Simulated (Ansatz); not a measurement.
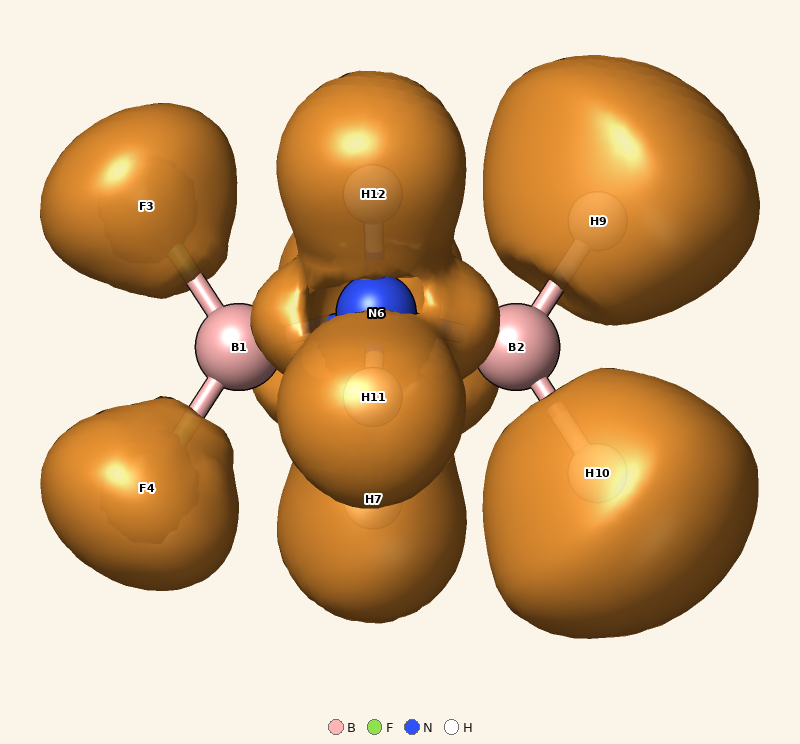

Figure. B$_{2}$F$_{2}$H$_{6}$N$_{2}$. Isosurface of the ELF at 0.75 (orange), seen from one side. Only the valence region is drawn (cores and ρ < 0.01 e/Å³ removed).

Geometry: PBE0-D4/def2-SVP.

The calculation used isolated molecule in a Gaussian basis; Kohn-Sham density functional theory, functional PBE0 in Ansatz 0.2.0.

The calculation's input:

```
crystal:
  periodic: [false, false, false]
  atoms:
    - {symbol: B, position_ang: [0.011058, 1.021125, -0.941624]}
    - {symbol: B, position_ang: [-0.329575, -0.671998, 0.429262]}
    - {symbol: F, position_ang: [-1.003815, 1.613315, -1.638311]}
    - {symbol: F, position_ang: [1.253323, 1.549068, -1.151593]}
    - {symbol: "N", position_ang: [-0.325483, 0.921389, 0.608048]}
    - {symbol: "N", position_ang: [0.007987, -0.556110, -1.133901]}
    - {symbol: H, position_ang: [0.402382, 1.298410, 1.210430]}
    - {symbol: H, position_ang: [-1.216566, 1.341475, 0.861606]}
    - {symbol: H, position_ang: [-1.434959, -1.141505, 0.615828]}
    - {symbol: H, position_ang: [0.577950, -1.194467, 1.046121]}
    - {symbol: H, position_ang: [0.906499, -0.935342, -1.423114]}
    - {symbol: H, position_ang: [-0.712947, -0.889885, -1.769229]}
basis:
  gaussian: {orbitals: def2-SVPD}
hamiltonian: {xc: {name: PBE0}}
output: {forces: true, orbitals: {seedname: orbitals}}
```

Command:

```sh
ansatz run input.yaml --threads 2 --pin off --max-ram 5220MiB --events-out events.jsonl --progress --plain --runs-dir runs
```

Where are the electrons localised?

Answer. At this value the surface marks out two regions around hydrogen nuclei, two regions on F in which the atom's valence shell and bonds are merged and two joined regions spread over several atoms (H, N), in which their bonds and any lone pairs are merged.

Values along the shortest contacts:
B–F (1.37 Å): the ELF peaks at about 0.85 between the atoms: a polar covalent bond. B–N (1.59 Å): the ELF peaks at about 0.95 between the atoms: a shared but strongly polarised pair.
